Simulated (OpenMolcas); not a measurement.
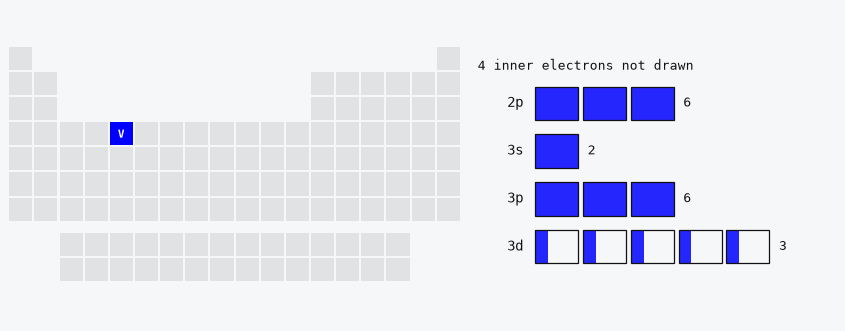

Left, the place of vanadium in the periodic table; right, the outer shells of the leading configuration of the lowest level: a box for each of the 2l + 1 orbitals, shaded by the share of the shell that is filled, with the electron count at the right.

**Multiconfigurational calculation: V²⁺ complex (part 1 of 2)**

V²⁺ with 6 ligands (S; octahedron, 2.57 Å), neutralised by 6 outer point charges of +1.7 e, whose field is part of the energies. Computed at this level: state-averaged CASSCF, active space 3 electrons in the shell 3d, basis ANO-RCC-VTZP on the metal and ANO-RCC-VDZP on the ligands, DKH2 scalar Hamiltonian, spin-orbit coupling by RASSI with atomic mean-field integrals (OpenMolcas).

The input:
```
&GATEWAY
Coord
7

V 0.0 0.0 0.0
S 2.570000 0.000000 0.000000
S 0.000000 2.570000 0.000000
S -2.570000 0.000000 0.000000
S 0.000000 -2.570000 0.000000
S 0.000000 0.000000 2.570000
S 0.000000 0.000000 -2.570000
Basis=V.ANO-RCC-VTZP,S.ANO-RCC-VDZP
Group=XYZ
NoMove
AngMom=0.0 0.0 0.0
AMFI
RICD
XField
3 Angstrom 0
5.770000 0.000000 0.000000 1.666667
0.000000 5.770000 0.000000 1.666667
0.000000 0.000000 5.770000 1.666667
&SEWARD
&RASSCF
FileOrb=start.orb
Symmetry=1
Spin=4
nActEl=3 0 0
Inactive=30 33
Ras2=5 0
CIRoot=10 10 1
SDav=10
CIMx=300
Iter=150 100
PrWF=0.3
OrbListing=Nothing
MaxOrb=0
LevShft=1.0
>>> COPY $Project.JobIph JOB001
&RASSCF
FileOrb=start.orb
Symmetry=1
Spin=2
nActEl=3 0 0
Inactive=30 33
Ras2=5 0
CIRoot=40 40 1
SDav=40
CIMx=300
Iter=150 100
PrWF=0.3
OrbListing=Nothing
MaxOrb=0
LevShft=1.0
>>> COPY $Project.JobIph JOB002
&RASSI
NrOfJobIphs=2 10 40
1 2 3 4 5 6 7 8 9 10
1 2 3 4 5 6 7 8 9 10 11 12 13 14 15 16 17 18 19 20 21 22 23 24 25 26 27
28 29 30 31 32 33 34 35 36 37 38 39 40
IphNames
JOB001
JOB002
EJob
SpinOrbit
DIPRint=1.0
SOCoupling=1000.0
Subsets=2
Property=9
'ANGMOM' 1 'ANGMOM' 2 'ANGMOM' 3 'MLTPL  1' 1 'MLTPL  1' 2 'MLTPL  1' 3
'AMFI' 1 'AMFI' 2 'AMFI' 3
SOProperty=3
'ANGMOM' 1 'ANGMOM' 2 'ANGMOM' 3
```

The file start.orb holds starting orbitals from an earlier step. A driver script formed the levels outside the program, from RASSI's spin-orbit matrix and the active-space energies, averaged over the components of each term or state.

Hardware: 1 thread of Arm Neoverse V2, 24 GiB of memory available, shared host.

Command:
```bash
OMP_NUM_THREADS=1 MOLCAS_MEM=2457 MOLCAS_PROJECT=a pymolcas a.inp > a.log  # once for each step of the input, in one work folder
```

The program's output (extracts):
```
--- SEWARD ---
Basis set label: V.ANO-RCC...6S5P3D2F1G.

      Electronic valence basis set:
      ------------------
      Associated Effective Charge  23.000000 au
      Associated Actual Charge     23.000000 au
      Nuclear Model: Point charge

      Shell  nPrim  nBasis  Cartesian Spherical Contaminant
         s      21       6        X
         p      15       5        X
         d      10       3                 X
         f       6       2                 X
         g       4       1                 X
                  Relativistic Douglas-Kroll-Hess integrals:
                    - DKH order of Hamiltonian: 2
                    - DKH order of Properties : 0
                  Atomic mean-field integrals
--- RASSCF ---
Wave function specifications:
      -----------------------------

      Number of closed shell electrons         126
      Number of electrons in active shells       3
      Max number of holes in RAS1 space          0
      Max nr of electrons in RAS3 space          0
      Number of inactive orbitals               63
      Number of active orbitals                  5
      Number of secondary orbitals              99
      Spin quantum number                      1.5
      State symmetry                             1
Orbital specifications:
      -----------------------

      Symmetry species                           1   2
                                                ag  au
      Frozen orbitals                            0   0
      Inactive orbitals                         30  33
      Active orbitals                            5   0
      RAS1 orbitals                              0   0
      RAS2 orbitals                              5   0
      RAS3 orbitals                              0   0
      Secondary orbitals                        49  50
      Deleted orbitals                           0   0
      Number of basis functions                 84  83
      Number of CSFs                            10
      Number of root(s) required                10
      Iter CI   SX   CI       RASSCF       Energy    max ROT     max BLB   max BLB  Level Ln srch  Step   QN
          iter iter root      energy       change     param      element    value   shift minimum  type update
 Nr of preliminary CI iterations:   1
      Total energies have been shifted. Add                -3000.00 au
        1   1   13    0  -342.08318402    0.00E+00  -8.00E-02   33  78 2 -3.66E-01*  1.17   0.00    SX    NO
        2   1   14    0  -343.23616081   -1.15E+00*  6.70E-02   30  79 1 -2.51E-01*  1.13   0.00    SX    NO
        3   1   14    0  -343.74767652   -5.12E-01* -4.88E-02   11  58 2 -1.60E-01*  1.08   0.00    SX    NO
        4   1   14    0  -343.94941518   -2.02E-01*  3.30E-02   11  58 2 -9.98E-02*  1.04   0.00    SX    NO
        5   1   13    0  -344.03559649   -8.62E-02* -3.54E-02   11  58 2 -6.68E-02*  1.01   2.50    LS   YES
        6   1   13    0  -344.08963596   -5.40E-02*  3.03E-02    8  42 1 -4.19E-02*  0.99   1.77    QN   YES
        7   1   13    0  -344.12483364   -3.52E-02* -2.40E-02   17  68 1  3.82E-02*  0.97   2.00    LS   YES
        8   1   13    0  -344.13631055   -1.15E-02*  1.66E-02   17  68 1  4.29E-02*  0.95   1.28    QN   YES
        9   1   13    0  -344.15121134   -1.49E-02*  2.06E-02   28  78 1  2.60E-02*  0.95   2.50    LS   YES
       10   1   12    0  -344.15953978   -8.33E-03* -6.42E-03    9  58 2  2.25E-02*  0.95   1.25    QN   YES
        ...
       24   1    7    0  -344.16495183   -3.94E-08* -2.21E-05    3  57 1 -7.72E-05   0.94   0.99    QN   YES
       25   1    7    0  -344.16495186   -2.51E-08* -3.32E-05    8  42 1 -2.21E-05   0.94   2.50    LS   YES
       26   1    7    0  -344.16495185    7.01E-09  -1.42E-05    5  45 2 -1.02E-04*  0.94   0.39    LS   YES
       27   1    7    0  -344.16495186   -9.11E-09  -1.09E-05    5  45 2 -5.68E-05   0.94   2.50    QN   YES
      Convergence after 27 iterations
       28   1    7    0  -344.16495187   -6.87E-09  -1.09E-05    2  57 1 -1.02E-05   0.94   2.50    QN   YES
      Natural orbitals and occupation numbers for root  1
      sym 1:   1.000000   1.000000  -0.000000   1.000000   0.000000
      Natural orbitals and occupation numbers for root  2
      sym 1:   1.000000   0.000220   0.000220   0.999780   0.999780
      Natural orbitals and occupation numbers for root  3
      sym 1:   0.999781   0.999781   1.000000   0.000219   0.000219
::    RASSCF root number  1 Total energy:  -3344.19956456
::    RASSCF root number  2 Total energy:  -3344.18621333
::    RASSCF root number  3 Total energy:  -3344.18621333
::    RASSCF root number  4 Total energy:  -3344.18621333
::    RASSCF root number  5 Total energy:  -3344.17578163
::    RASSCF root number  6 Total energy:  -3344.17578163
::    RASSCF root number  7 Total energy:  -3344.17578163
::    RASSCF root number  8 Total energy:  -3344.12132309
::    RASSCF root number  9 Total energy:  -3344.12132309
::    RASSCF root number 10 Total energy:  -3344.12132309
--- RASSCF ---
Wave function specifications:
      -----------------------------

      Number of closed shell electrons         126
      Number of electrons in active shells       3
      Max number of holes in RAS1 space          0
      Max nr of electrons in RAS3 space          0
      Number of inactive orbitals               63
      Number of active orbitals                  5
      Number of secondary orbitals              99
      Spin quantum number                      0.5
      State symmetry                             1
Orbital specifications:
      -----------------------

      Symmetry species                           1   2
                                                ag  au
      Frozen orbitals                            0   0
      Inactive orbitals                         30  33
      Active orbitals                            5   0
      RAS1 orbitals                              0   0
      RAS2 orbitals                              5   0
      RAS3 orbitals                              0   0
      Secondary orbitals                        49  50
      Deleted orbitals                           0   0
      Number of basis functions                 84  83
      Number of CSFs                            40
      Number of root(s) required                40
      Iter CI   SX   CI       RASSCF       Energy    max ROT     max BLB   max BLB  Level Ln srch  Step   QN
          iter iter root      energy       change     param      element    value   shift minimum  type update
 Nr of preliminary CI iterations:   1
      Total energies have been shifted. Add                -3000.00 au
        1   1   11    0  -344.07587673    0.00E+00  -8.60E-03   35  41 1 -8.07E-03*  0.91   0.00    SX    NO
        2   1   11    0  -344.07708916   -1.21E-03*  3.53E-03   19  46 2 -8.57E-03*  0.89   0.00    SX    NO
        3   1   10    0  -344.07749525   -4.06E-04* -2.45E-03   24  33 1  3.12E-03*  0.89   0.00    SX    NO
        4   1   10    0  -344.07766404   -1.69E-04* -1.54E-03   24  33 1  2.32E-03*  0.89   0.00    SX    NO
        5   1   10    0  -344.07773947   -7.54E-05* -2.27E-03   24  33 1  1.66E-03*  0.89   2.50    LS   YES
        6   1    9    0  -344.07779771   -5.82E-05* -9.72E-04   24  33 1  6.99E-04*  0.89   1.43    LS   YES
        7   1    9    0  -344.07780353   -5.82E-06* -2.02E-04   19  46 2  8.16E-04*  0.89   1.01    QN   YES
        8   1    9    0  -344.07780573   -2.20E-06* -2.45E-04   19  46 2  2.53E-04*  0.89   2.21    LS   YES
        9   1    8    0  -344.07780661   -8.76E-07*  7.00E-05   18  57 1  4.34E-04*  0.89   0.94    QN   YES
       10   1    8    0  -344.07780679   -1.81E-07* -3.09E-05   22  58 1 -5.17E-05   0.89   1.11    QN   YES
       11   1    7    0  -344.07780682   -3.40E-08* -2.53E-05    5  46 2 -2.42E-05   0.89   1.37    QN   YES
       12   1    6    0  -344.07780683   -9.66E-09  -1.14E-05   22  36 1  1.94E-05   0.89   1.15    QN   YES
      Convergence after 12 iterations
       13   1    6    0  -344.07780684   -1.88E-09  -1.14E-05   22  36 1  1.46E-05   0.89   1.15    QN   YES
      Natural orbitals and occupation numbers for root  1
      sym 1:   0.981082   0.902759   0.113836   0.130295   0.872028
      Natural orbitals and occupation numbers for root  2
      sym 1:   0.856164   0.934487   0.130295   0.113836   0.965218
      Natural orbitals and occupation numbers for root  3
      sym 1:   0.789964   0.898352   0.107647   0.305684   0.898353
::    RASSCF root number  1 Total energy:  -3344.12869920
::    RASSCF root number  2 Total energy:  -3344.12869920
::    RASSCF root number  3 Total energy:  -3344.12675917
::    RASSCF root number  4 Total energy:  -3344.12675917
::    RASSCF root number  5 Total energy:  -3344.12675917
::    RASSCF root number  6 Total energy:  -3344.12281620
::    RASSCF root number  7 Total energy:  -3344.12179096
::    RASSCF root number  8 Total energy:  -3344.12179096
::    RASSCF root number  9 Total energy:  -3344.12179096
::    RASSCF root number 10 Total energy:  -3344.10731490
::    RASSCF root number 11 Total energy:  -3344.10731490
::    RASSCF root number 12 Total energy:  -3344.10731490
::    RASSCF root number 13 Total energy:  -3344.10633395
::    RASSCF root number 14 Total energy:  -3344.10633395
::    RASSCF root number 15 Total energy:  -3344.10633395
::    RASSCF root number 16 Total energy:  -3344.09973554
::    RASSCF root number 17 Total energy:  -3344.09973554
::    RASSCF root number 18 Total energy:  -3344.09910232
::    RASSCF root number 19 Total energy:  -3344.09910232
::    RASSCF root number 20 Total energy:  -3344.09910232
::    RASSCF root number 21 Total energy:  -3344.09520749
::    RASSCF root number 22 Total energy:  -3344.09520749
::    RASSCF root number 23 Total energy:  -3344.09520749
::    RASSCF root number 24 Total energy:  -3344.09276619
::    RASSCF root number 25 Total energy:  -3344.09276619
::    RASSCF root number 26 Total energy:  -3344.09276619
::    RASSCF root number 27 Total energy:  -3344.08364228
::    RASSCF root number 28 Total energy:  -3344.08364228
::    RASSCF root number 29 Total energy:  -3344.04498363
::    RASSCF root number 30 Total energy:  -3344.04346714
```

(Continued in part 2.) Outcome of the run: converged.
